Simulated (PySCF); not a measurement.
Si3H6SO3: geometry relaxation

- system: Si3H6SO3
- method: PBE0-D3(BJ)/def2-SVP geometry optimisation, gas phase (PySCF 2.14.0)

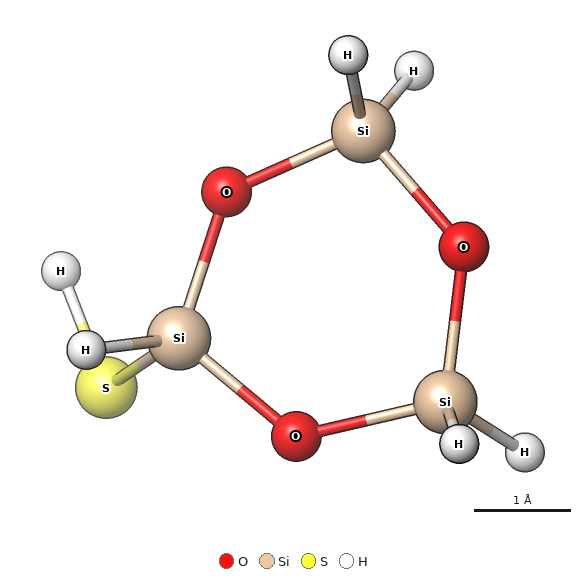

The starting structure (ball-and-stick view, seen at a tilt). Bond lengths as drawn: H–S 1.33 Å, H–Si 1.44 to 1.46 Å, O–Si 1.60 to 1.65 Å and S–Si 2.14 Å.

**Summary**

```csv
quantity,value
outcome,converged
total energy,−1494.937867 hartree
dipole moment,1.01 D
point group,C1
hardware,"1 CPU thread, shared host"
wall time,1.9 min
peak memory,0.74 GiB
```

**Input**
```
{"job": {"xc": "PBE0", "basis": "def2-SVP", "d3": "d3bj", "grid": 2, "kind": "geom", "shake": 0.01}, "charge": 0, "multiplicity": 1}
O      0.272762    -1.322102    -0.738246
Si    -1.265891    -1.490579    -0.166879
O     -1.754304    -0.081482     0.488746
Si    -0.932921     1.335606     0.719923
O      0.521705     1.217665     0.060914
Si     1.200369     0.011114    -0.754290
S      3.032336    -0.516974     0.214021
H     -2.091502    -1.705812    -1.327514
H     -1.175243    -2.464106     0.918601
H     -0.767398     1.505417     2.161165
H     -1.685803     2.329458    -0.045325
H      1.359290     0.440363    -2.120052
H      3.296810     0.724059     0.596338
```

The first line tells a small driver script what to run in PySCF; the rest is the geometry in Å.

Launched with:
```bash
OMP_NUM_THREADS=1 python <driver script> task.json out
```

**The program's output**
```
step   0  E = -1494.92218014  max force = 0.037893
step   1  E = -1494.93643387  max force = 0.006301
step   2  E = -1494.93675432  max force = 0.001782
step   3  E = -1494.93693097  max force = 0.002010
step   4  E = -1494.93715079  max force = 0.004058
step   5  E = -1494.93748333  max force = 0.005020
step   6  E = -1494.93771928  max force = 0.003240
step   7  E = -1494.93784365  max force = 0.000699
step   8  E = -1494.93785726  max force = 0.000517
step   9  E = -1494.93786673  max force = 0.000449
optimisation converged
```

**Trajectory as extended XYZ (Å, eV, eV/Å), 10 frames, from step=0 to step=9**
```
13
Properties=species:S:1:pos:R:3:forces:R:3 step=0 energy=-40678.90451
O     0.2728   -1.3221   -0.7382    0.0024  -0.3625  -0.1242
Si   -1.2659   -1.4906   -0.1669    0.2576  -0.4634   0.2099
O    -1.7543   -0.0815    0.4888   -0.1970   0.5725   0.3371
Si   -0.9329    1.3356    0.7199   -1.9485   0.1528   0.7232
O     0.5217    1.2177    0.0609    1.0590   0.9557   0.0205
Si    1.2004    0.0111   -0.7543    1.9090  -0.8806  -0.4392
S     3.0323   -0.5170    0.2140   -0.1404  -0.7257  -0.1985
H    -2.0915   -1.7058   -1.3275   -0.6836  -0.5736  -0.5523
H    -1.1752   -2.4641    0.9186   -0.2944  -0.5937   0.1338
H    -0.7674    1.5054    2.1612   -0.0782   0.3756   0.4560
H    -1.6858    2.3295   -0.0453   -0.2219   0.5858   0.1052
H     1.3593    0.4404   -2.1200    0.2132   0.2518  -0.8252
H     3.2968    0.7241    0.5963    0.1229   0.7052   0.1539
13
Properties=species:S:1:pos:R:3:forces:R:3 step=1 energy=-40679.29238
O     0.2807   -1.3160   -0.7448   -0.0729   0.0466  -0.0586
Si   -1.2767   -1.5344   -0.1753    0.3142   0.3240   0.0995
O    -1.7484   -0.0808    0.4929    0.0138   0.0008   0.0222
Si   -0.9784    1.3759    0.7483   -0.0394  -0.3222  -0.1054
O     0.5316    1.2315    0.0621    0.0782   0.1277  -0.0504
Si    1.2761    0.0123   -0.7813   -0.1391  -0.2011   0.2761
S     3.0959   -0.5315    0.1959   -0.0400   0.0989   0.0499
H    -2.1677   -1.8630   -1.3094   -0.0787  -0.0495  -0.0584
H    -1.2705   -2.5902    0.8675   -0.0260  -0.0157  -0.0115
H    -0.8379    1.6295    2.2037   -0.0074   0.0168   0.0118
H    -1.7310    2.4569    0.0637   -0.0074   0.0202   0.0220
H     1.4772    0.4446   -2.1756    0.0327   0.0460  -0.1257
H     3.3594    0.7479    0.5594   -0.0281  -0.0926  -0.0714
13
Properties=species:S:1:pos:R:3:forces:R:3 step=2 energy=-40679.30110
O     0.2807   -1.3123   -0.7513   -0.0545   0.0230  -0.0650
Si   -1.2698   -1.5279   -0.1760    0.0857   0.0655   0.0208
O    -1.7473   -0.0837    0.4982    0.0008  -0.0038   0.0172
Si   -0.9782    1.3693    0.7456   -0.0201  -0.0916  -0.0026
O     0.5323    1.2382    0.0573    0.0204   0.0764  -0.0592
Si    1.2754    0.0122   -0.7768   -0.0034  -0.0777   0.0727
S     3.0820   -0.5336    0.2168   -0.0354  -0.0024   0.0342
H    -2.1732   -1.8604   -1.3062   -0.0047  -0.0149  -0.0005
H    -1.2629   -2.5897    0.8611   -0.0110  -0.0075  -0.0021
H    -0.8341    1.6275    2.2006   -0.0033   0.0034   0.0037
H    -1.7391    2.4504    0.0694    0.0029   0.0088   0.0056
H     1.4924    0.4432   -2.1766    0.0098   0.0136   0.0043
H     3.3519    0.7494    0.5452    0.0129   0.0072  -0.0292
13
Properties=species:S:1:pos:R:3:forces:R:3 step=3 energy=-40679.30590
O     0.2767   -1.3057   -0.7645   -0.0113   0.0133  -0.0650
Si   -1.2652   -1.5249   -0.1782   -0.0705  -0.1034  -0.0051
O    -1.7454   -0.0895    0.5064    0.0010  -0.0040   0.0161
Si   -0.9798    1.3640    0.7431    0.0082   0.0717   0.0600
O     0.5290    1.2488    0.0459   -0.0456   0.0166  -0.0624
Si    1.2746    0.0139   -0.7728    0.0743   0.0110  -0.0187
S     3.0598   -0.5365    0.2515   -0.0234  -0.0406   0.0313
H    -2.1801   -1.8592   -1.3013    0.0274   0.0061   0.0149
H    -1.2519   -2.5951    0.8507    0.0016   0.0059   0.0057
H    -0.8271    1.6281    2.1968   -0.0033  -0.0106  -0.0019
H    -1.7522    2.4428    0.0754    0.0065  -0.0017  -0.0062
H     1.5161    0.4434   -2.1714    0.0055   0.0022   0.0447
H     3.3558    0.7524    0.5255    0.0297   0.0334  -0.0135
13
Properties=species:S:1:pos:R:3:forces:R:3 step=4 energy=-40679.31189
O     0.2684   -1.2914   -0.7893    0.0310   0.0026  -0.0608
Si   -1.2601   -1.5241   -0.1816   -0.1891  -0.2087  -0.0120
O    -1.7407   -0.0995    0.5215    0.0077  -0.0091   0.0112
Si   -0.9854    1.3603    0.7400    0.0402   0.1895   0.0953
O     0.5164    1.2681    0.0213   -0.1131  -0.0510  -0.0654
Si    1.2734    0.0206   -0.7688    0.1190   0.0892  -0.0687
S     3.0177   -0.5429    0.3134   -0.0108  -0.0594   0.0212
H    -2.1911   -1.8600   -1.2926    0.0477   0.0236   0.0203
H    -1.2293   -2.6050    0.8362    0.0133   0.0179   0.0124
H    -0.8161    1.6320    2.1909   -0.0028  -0.0208  -0.0058
H    -1.7796    2.4306    0.0836    0.0092  -0.0095  -0.0149
H     1.5615    0.4473   -2.1606    0.0059  -0.0051   0.0680
H     3.3750    0.7466    0.4935    0.0418   0.0408  -0.0007
13
Properties=species:S:1:pos:R:3:forces:R:3 step=5 energy=-40679.32094
O     0.2523   -1.2603   -0.8370    0.0569  -0.0233  -0.0491
Si   -1.2511   -1.5255   -0.1857   -0.2581  -0.2343  -0.0039
O    -1.7282   -0.1176    0.5517    0.0155  -0.0212   0.0017
Si   -0.9998    1.3604    0.7337    0.0643   0.2502   0.0946
O     0.4815    1.3050   -0.0339   -0.1674  -0.1101  -0.0524
Si    1.2691    0.0392   -0.7650    0.1332   0.1577  -0.0845
S     2.9310   -0.5520    0.4238    0.0176  -0.0605  -0.0045
H    -2.2085   -1.8649   -1.2733    0.0532   0.0362   0.0183
H    -1.1785   -2.6206    0.8150    0.0228   0.0265   0.0176
H    -0.7954    1.6462    2.1775   -0.0010  -0.0256  -0.0076
H    -1.8381    2.4081    0.0958    0.0107  -0.0136  -0.0185
H     1.6497    0.4603   -2.1358    0.0104  -0.0131   0.0713
H     3.4262    0.7044    0.4404    0.0417   0.0311   0.0170
13
Properties=species:S:1:pos:R:3:forces:R:3 step=6 energy=-40679.32736
O     0.2410   -1.2400   -0.8669    0.0430  -0.0286  -0.0264
Si   -1.2474   -1.5278   -0.1852   -0.1666  -0.1239   0.0067
O    -1.7186   -0.1269    0.5719    0.0132  -0.0228  -0.0029
Si   -1.0110    1.3661    0.7295    0.0506   0.1594   0.0485
O     0.4509    1.3255   -0.0752   -0.1280  -0.0940  -0.0322
Si    1.2650    0.0535   -0.7665    0.0775   0.1254  -0.0432
S     2.8785   -0.5581    0.4798    0.0225  -0.0375  -0.0135
H    -2.2188   -1.8685   -1.2579    0.0312   0.0248   0.0076
H    -1.1424   -2.6259    0.8090    0.0171   0.0195   0.0131
H    -0.7807    1.6603    2.1673    0.0004  -0.0168  -0.0041
H    -1.8778    2.3957    0.1010    0.0091  -0.0071  -0.0106
H     1.7051    0.4714   -2.1180    0.0110  -0.0110   0.0381
H     3.4662    0.6573    0.4187    0.0191   0.0127   0.0189
13
Properties=species:S:1:pos:R:3:forces:R:3 step=7 energy=-40679.33074
O     0.2343   -1.2311   -0.8833    0.0142  -0.0169   0.0022
Si   -1.2478   -1.5295   -0.1824   -0.0097   0.0162   0.0102
O    -1.7128   -0.1297    0.5837   -0.0006  -0.0115  -0.0032
Si   -1.0181    1.3734    0.7265    0.0246   0.0137   0.0008
O     0.4273    1.3320   -0.1046   -0.0346  -0.0345  -0.0236
Si    1.2624    0.0612   -0.7719   -0.0024   0.0359   0.0188
S     2.8533   -0.5656    0.5002    0.0042  -0.0084  -0.0122
H    -2.2248   -1.8694   -1.2473    0.0001   0.0028  -0.0039
H    -1.1210   -2.6238    0.8129    0.0025   0.0036   0.0032
H    -0.7681    1.6708    2.1598   -0.0010  -0.0019   0.0007
H    -1.8999    2.3923    0.1025    0.0035   0.0028   0.0007
H     1.7372    0.4764   -2.1099    0.0043  -0.0008  -0.0031
H     3.4883    0.6255    0.4212   -0.0051  -0.0009   0.0094
13
Properties=species:S:1:pos:R:3:forces:R:3 step=8 energy=-40679.33111
O     0.2346   -1.2343   -0.8823    0.0024  -0.0100   0.0056
Si   -1.2488   -1.5289   -0.1805    0.0187   0.0266   0.0051
O    -1.7127   -0.1278    0.5842   -0.0048  -0.0034  -0.0026
Si   -1.0168    1.3752    0.7256    0.0124  -0.0131  -0.0009
O     0.4251    1.3290   -0.1095   -0.0068  -0.0060  -0.0229
Si    1.2622    0.0593   -0.7751   -0.0101   0.0063   0.0231
S     2.8544   -0.5683    0.4955   -0.0013  -0.0014  -0.0070
H    -2.2250   -1.8681   -1.2461   -0.0045  -0.0016  -0.0026
H    -1.1221   -2.6208    0.8174   -0.0015  -0.0009   0.0001
H    -0.7631    1.6718    2.1583   -0.0008   0.0009   0.0007
H    -1.8978    2.3954    0.1028    0.0012   0.0034   0.0024
H     1.7367    0.4730   -2.1135    0.0004   0.0005  -0.0061
H     3.4833    0.6269    0.4306   -0.0054  -0.0014   0.0051
13
Properties=species:S:1:pos:R:3:forces:R:3 step=9 energy=-40679.33137
O     0.2348   -1.2387   -0.8811   -0.0069  -0.0042   0.0062
Si   -1.2493   -1.5275   -0.1778    0.0231   0.0156  -0.0014
O    -1.7114   -0.1252    0.5854   -0.0052   0.0045  -0.0024
Si   -1.0135    1.3773    0.7232   -0.0034  -0.0222   0.0046
O     0.4231    1.3268   -0.1195    0.0105   0.0227  -0.0175
Si    1.2616    0.0560   -0.7791   -0.0037  -0.0154   0.0114
S     2.8521   -0.5700    0.4943   -0.0015   0.0025  -0.0004
H    -2.2262   -1.8662   -1.2432   -0.0046  -0.0026   0.0008
H    -1.1242   -2.6176    0.8223   -0.0032  -0.0030  -0.0015
H    -0.7528    1.6738    2.1548    0.0007   0.0013   0.0001
H    -1.8950    2.3992    0.1043    0.0000   0.0024   0.0021
H     1.7367    0.4656   -2.1187   -0.0018  -0.0011  -0.0041
H     3.4743    0.6293    0.4425   -0.0039  -0.0005   0.0020
```

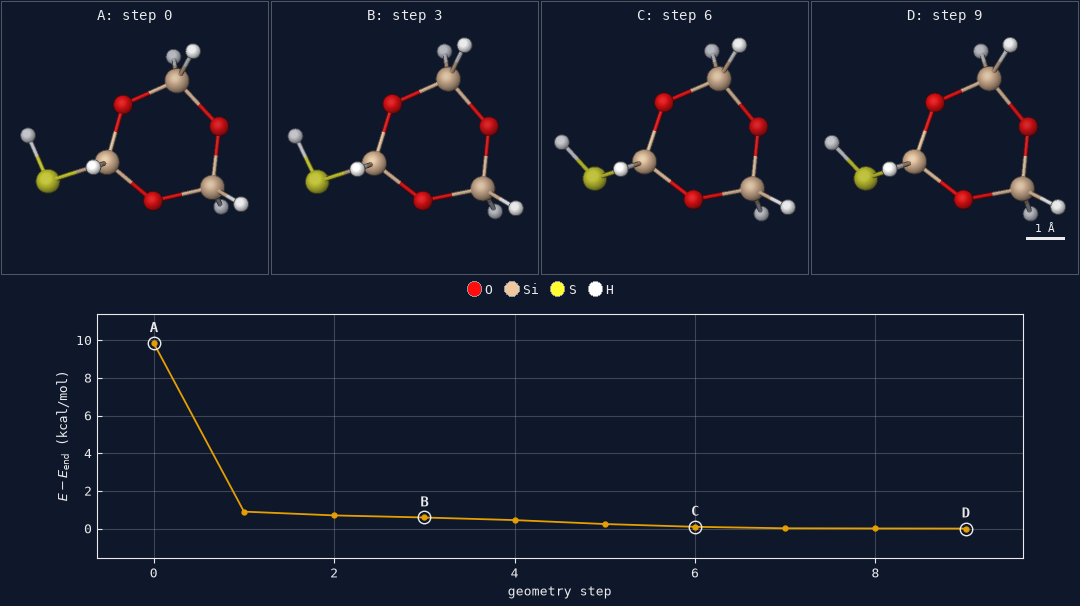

Frames of the relaxation (ball-and-stick view, seen at a tilt) above the curves, on which the letters mark them (steps are counted from 0).

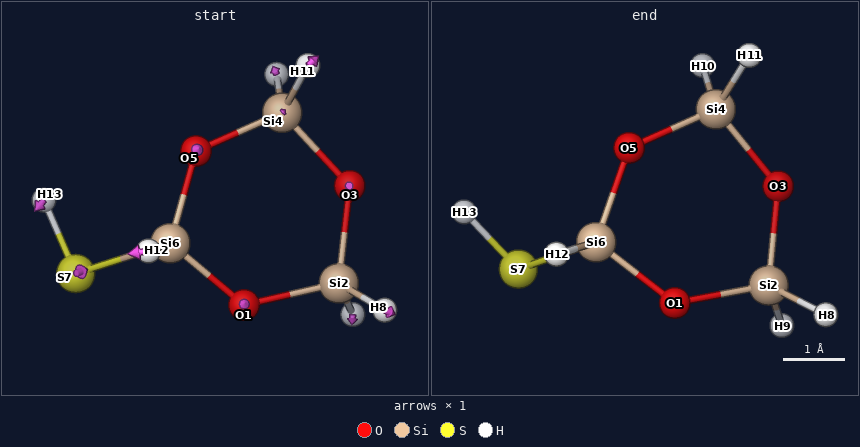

Before (left) and after (right) the relaxation, at one scale (ball-and-stick view, seen at a tilt). The pink arrows give the displacements, at true length. After 9 geometry steps the energy has fallen by 9.84 kcal/mol. The largest force component goes from 1.9 to 0.023 eV/Å. The largest move after the best rigid fit is that of H12, 0.37 Å. Largest moves by element: H 0.37 Å, S 0.33 Å, O 0.23 Å, Si 0.09 Å. Distances before and after: Si4–O5 1.601 → 1.666 Å, O5–Si6 1.607 → 1.659 Å, Si2–H8 1.440 → 1.485 Å, Si2–O3 1.629 → 1.662 Å. Among the angles that change: H8–Si2–H9 122.3° → 111.8°, H10–Si4–H11 119.7° → 111.6°, O3–Si4–H11 104.7° → 109.8°. (Atoms are counted from 1 in the order of the input.)
